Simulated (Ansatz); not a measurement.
**F$_{4}$Ge···Cl (doublet): density, localisation and related maps**

Input

```
crystal:
  periodic: [false, false, false]
  atoms:
    - { symbol: Ge, position_ang: [0.0, 0.0, 0.0] }
    - { symbol: F, position_ang: [0.0, 0.0, 1.93] }
    - { symbol: F, position_ang: [1.5842, 0.0, -0.5594] }
    - { symbol: F, position_ang: [-0.7913, 1.3709, -0.5594] }
    - { symbol: F, position_ang: [-0.7913, -1.3709, -0.5594] }
    - { symbol: Cl, position_ang: [0.0, 0.0, 3.73] }
magnetization:
  spin_polarized: true
  initial_magnetization: 1
basis:
  gaussian: { orbitals: def2-SVP }
hamiltonian:
  xc: b3lyp
  dispersion: d4
relax:
  f_tol: 0.15
  max_steps: 25
  restrain:
    - { distance: [1, 5], at: 2.7, k: 30.0 }
    - { distance: [0, 1], at: 1.68, k: 30.0 }
output:
  orbitals: {}
```

Launched as:

```sh
ansatz run input.yaml --threads 4 --pin off --max-ram 5120MiB --backend cpu --events-out ev --progress --plain --runs-dir out
```

The fields are those of the run's last geometry, not of the input's.

The calculation used UKS B3LYP-D4/def2-SVP in Ansatz 0.2.0.

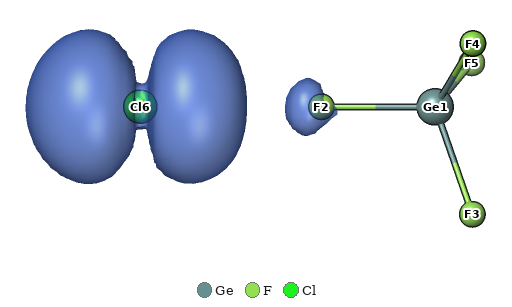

Figure 1. Isosurfaces of the spin density (α minus β) at +0.015 (blue) and −0.015 e/Å³ (red), seen across its widest extent.

Q: Where is the unpaired spin?

A: The unpaired spin (1 electron) lies mostly on Cl6 (about 1.0), in electrons by Hirshfeld's partition. Only one sign reaches the isovalue.

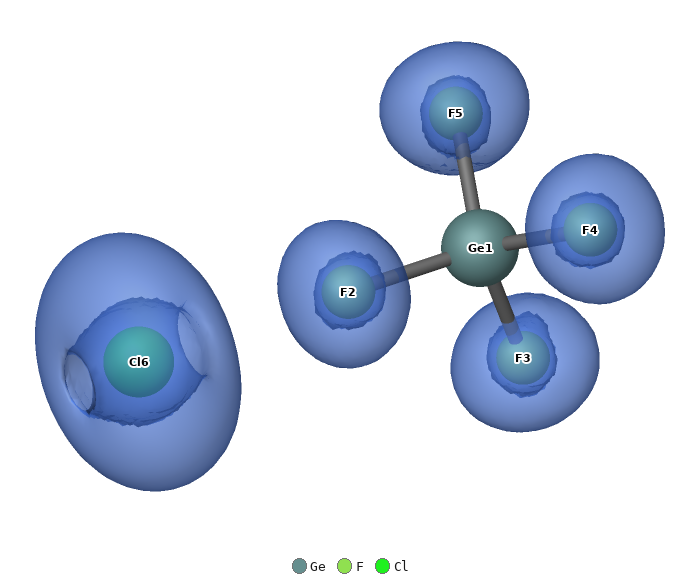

Figure 2. Isosurface of the ELF at 0.75 (blue), seen at a tilt. Core shells and regions of very low density are left out.

Q: Identify the bonds, lone pairs and shells in this picture.

A: At this value the surface marks out one region wrapped around Cl (its valence shell) and four regions wrapped around F (the valence shell of each). Along the contacts the grid gives the following. Cl6···F2 (2.70 Å): the ELF dips to about 0.05 between them. Ge–F (1.70 Å): the ELF peaks at about 0.80 in the valence shell of F, 0.5 Å from its nucleus, and is about 0.20 at the midpoint.

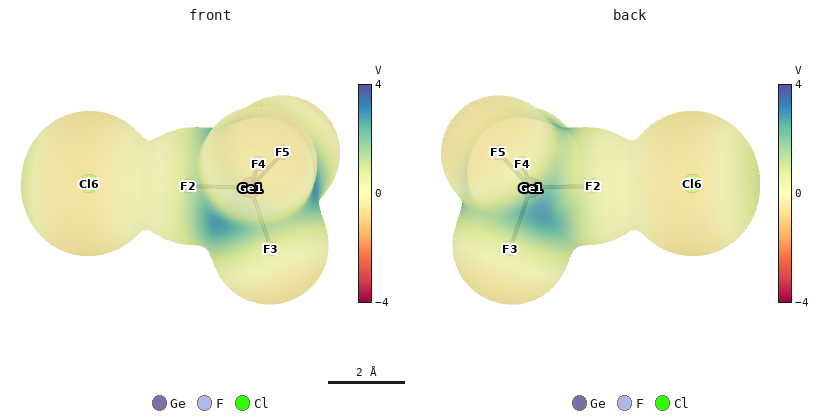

Figure 3. The electrostatic potential painted on the density surface at 0.002 e/bohr³, seen from the front and from behind; the colour scale runs from red (negative) to blue (positive).

Q: Which sites attract a positive test charge, and which a negative one?

A: A positive charge is drawn to the negative regions and a negative charge to the positive ones. The most negative region (about −0.5 V, or −12 kcal/mol for a unit charge) lies over Cl6, the most positive (about +3.0 V, or +69 kcal/mol for a unit charge) over Ge1.

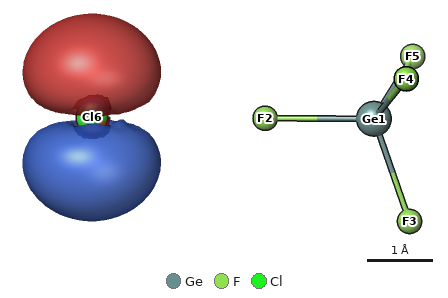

Figure 4. The HOMO (β) at ±0.15 Å⁻³ᐟ² (red and blue are the two phases), seen across its widest extent.

Q: Describe this orbital and give its energy.

A: It lies mainly on Cl6 (about 100 %); largely a lone pair of Cl6. It is one of a degenerate set, so its orientation is arbitrary. Its energy is −8.54 eV.
